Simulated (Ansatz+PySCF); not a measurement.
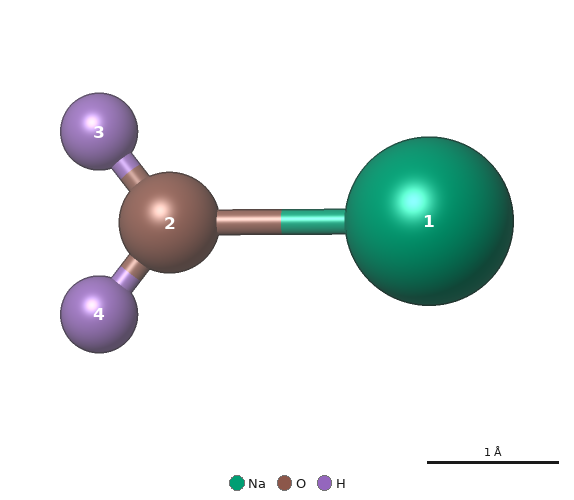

Figure made from data computed with Ansatz+PySCF.

Orthographic view. Distant atoms are faded towards the background colour. Charge +1, singlet. Geometry: a fixed input geometry, not necessarily a minimum.

Write a Z-matrix (Å, degrees) in the order of the atom numbers, with these reference atoms: 2 to 1; 3 to 2, 1; 4 to 2, 3, 1.

```
Na 
O    1   2.012
H    2   0.889   1   127.8
H    2   0.889   3   104.3   1   180.0
```
